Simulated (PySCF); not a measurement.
Si2H4O2: excited-state calculation

System: Si2H4O2, SMILES O[Si]O[SiH3].
Method: TDDFT CAM-B3LYP/def2-SVPD, vertical, gas phase, core orbitals frozen in the response (PySCF 2.14.0).

The geometry comes from this level: PBE0-D3(BJ)/def2-SVP.

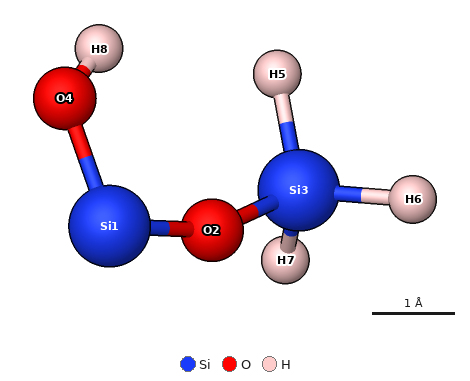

*The input geometry (ball-and-stick view, seen at a tilt; atoms are numbered from 1 in the order of the input).*

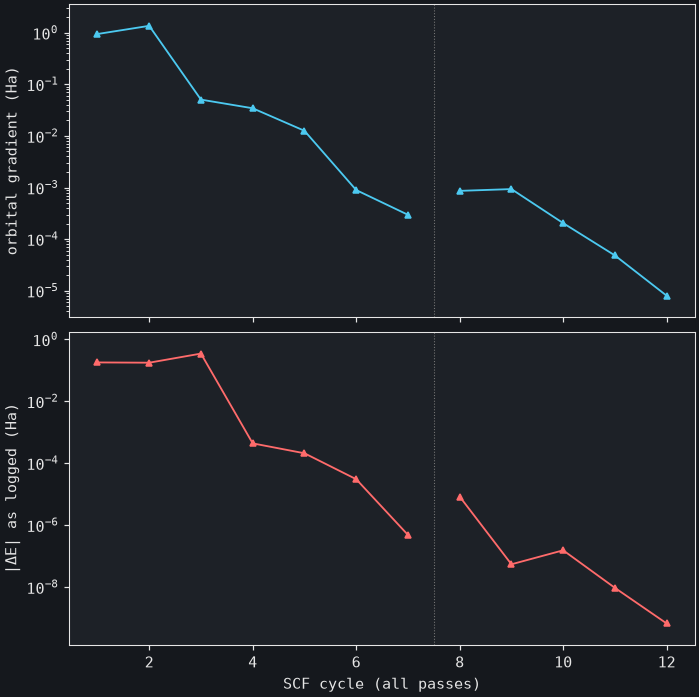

*Convergence of the self-consistent field: orbital gradient and size of the energy change against the SCF cycle. The dotted line marks the change from a coarse to the final integration grid.*

The first 7 cycles use a coarse grid, the final grid takes over at cycle 8, and the field converges after 12 cycles in all.

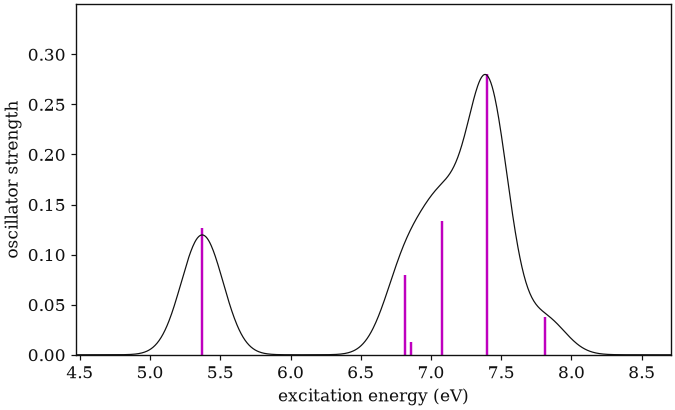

*Computed excitations as sticks (degenerate states added up, dark ones marked on the axis), with a Gaussian envelope of 0.35 eV full width at half maximum, scaled to the tallest.*

Of the 6 states the lowest lies at 5.37 eV (f = 0.126); the strongest line is at 7.40 eV, or 167 nm (f = 0.280).

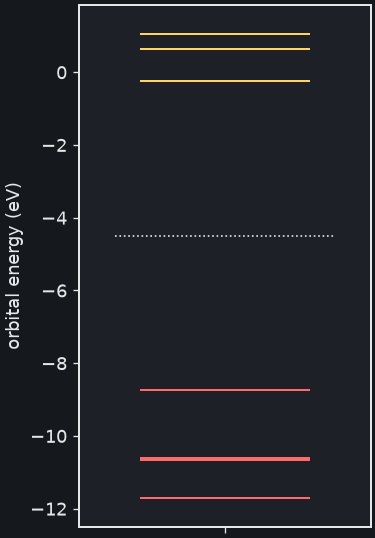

*Orbital energies near the frontier; the dotted line parts filled from empty levels, and levels within 0.02 eV of each other stand side by side.*

Highest filled −8.73 eV, lowest empty −0.26 eV, 8.47 eV apart.

The input and output of the run follow.

**The input**
```
{"job": {"kind": "uv", "xc": "CAM-B3LYP", "basis": "def2-SVPD", "nstates": 6, "ntriplets": 2, "ip": true}, "charge": 0, "multiplicity": 1}
Si     1.506667     0.632094    -1.427765
O     -0.032744     0.234011    -0.911402
Si    -1.263791    -0.261336     0.086239
O      2.423481     0.428284    -0.052018
H     -0.732649    -0.559585     1.454708
H     -2.285080     0.819331     0.190781
H     -1.888411    -1.496057    -0.468007
H      2.009636     0.141340     0.772039
```

The first line tells a small driver script what to run in PySCF; the rest is the geometry in Å.

Run as:
```bash
OMP_NUM_THREADS=1 python <driver script> task.json out
```

**Log**
```
coarse grid: 7904 points
cycle   1  E = -731.3323755065  dE =  1.794e-01  |g| = 9.442e-01  |ddm| = 3.355e+00
cycle   2  E = -731.1564756311  dE =  1.759e-01  |g| = 1.360e+00  |ddm| = 1.812e+00
cycle   3  E = -731.5026898117  dE = -3.462e-01  |g| = 5.055e-02  |ddm| = 9.683e-01
cycle   4  E = -731.5031261584  dE = -4.363e-04  |g| = 3.437e-02  |ddm| = 1.058e-01
cycle   5  E = -731.5033350251  dE = -2.089e-04  |g| = 1.258e-02  |ddm| = 3.660e-02
cycle   6  E = -731.5033653899  dE = -3.036e-05  |g| = 8.938e-04  |ddm| = 1.381e-02
cycle   7  E = -731.5033658727  dE = -4.827e-07  |g| = 2.964e-04  |ddm| = 4.818e-03
final grid: 67760 points
cycle   8  E = -731.6104539374  dE = -8.343e-06  |g| = 8.614e-04  |ddm| = 2.231e-02
cycle   9  E = -731.6104539917  dE = -5.421e-08  |g| = 9.330e-04  |ddm| = 3.018e-03
cycle  10  E = -731.6104541451  dE = -1.534e-07  |g| = 2.043e-04  |ddm| = 8.355e-04
cycle  11  E = -731.6104541544  dE = -9.387e-09  |g| = 4.830e-05  |ddm| = 3.636e-04
cycle  12  E = -731.6104541551  dE = -6.648e-10  |g| = 8.009e-06  |ddm| = 9.820e-05
converged SCF energy = -731.6104541551

Static polarisability (au): isotropic 63.565, principal 56.534 60.798 73.363

Singlet excitations
state   eV       nm        f      main configurations
  1   5.3713    230.8   0.12623   H->L 0.97
  2   6.8141    182.0   0.07920   H->L+1 0.94
  3   6.8572    180.8   0.01292   H-1->L 0.82, H-4->L 0.14
  4   7.0807    175.1   0.13406   H->L+2 0.49, H->L+3 0.28, H-2->L 0.15
  5   7.4021    167.5   0.27991   H-2->L 0.65, H->L+2 0.15
  6   7.8106    158.7   0.03761   H-1->L+1 0.67, H-1->L+2 0.16

Triplet excitations (Tamm-Dancoff, eV): 3.1743 5.6834
Vertical ionisation energy (delta-SCF) = 9.7950 eV
Vertical electron affinity (delta-SCF) = -0.5163 eV
```

**Results in brief**

```tsv
quantity	value
outcome	converged
total energy	−731.610454 hartree
HOMO	−8.73 eV
LUMO	−0.26 eV
dipole moment	1.90 D
mean polarisability	63.56 a.u.
vertical ionisation energy	9.79 eV
vertical electron affinity	−0.52 eV
lowest singlet excitation	5.37 eV
hardware	1 CPU thread, shared host
wall time	34 s
peak memory	0.59 GiB
```
